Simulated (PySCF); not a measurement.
# C5H10N2: the cost of one run

Computed with PySCF 2.14.0 and routines of our own; the level stands in each step. Atoms count from 0.

## 1. The system as given

17 atoms, charge 0, multiplicity 1; geometry from: GFN2-xTB.

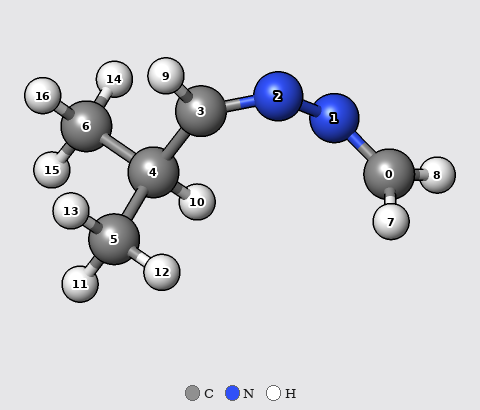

The starting geometry (carbon grey, nitrogen blue, hydrogen white).

## 2. Magnetic properties: GIAO B97-2/pcSseg-1

What the job is given:

```
{"job": {"kind": "mag", "xc": "B97-2", "basis": "pcSseg-1", "isotopologues": 2}, "charge": 0, "multiplicity": 1}
C      3.066281    -0.240935    -0.459235
N      2.390355    -0.077676     0.594097
N      1.475481    -0.807361     1.107118
C      0.218175    -0.701928     1.109338
C     -0.604159     0.259135     0.295061
C     -1.531811    -0.519039    -0.639844
C     -1.412763     1.161897     1.228172
H      2.854842    -0.998929    -1.210631
H      3.907574     0.412972    -0.615717
H     -0.312946    -1.373682     1.770805
H      0.074946     0.877860    -0.303073
H     -2.125017     0.167402    -1.240077
H     -0.956979    -1.155771    -1.309117
H     -2.207812    -1.146999    -0.063365
H     -0.751788     1.723859     1.884223
H     -2.006941     1.865428     0.649059
H     -2.084435     0.565798     1.842738
```

With the program's defaults for keys left out, this is: GIAO B97-2/pcSseg-1 magnetisability, rotational g tensor and spin-rotation constants, non-relativistic, gas phase.

Launch:

```bash
OMP_NUM_THREADS=1 python excited_run.py task.json out
```

The driver reads the jobs from task.json and runs them one after another.

**Question.** How long does this first job take on 1 thread of Intel Xeon Platinum 8488C, shared host, and how much memory does it need?

About 24 s, with a peak of 0.78 GiB.
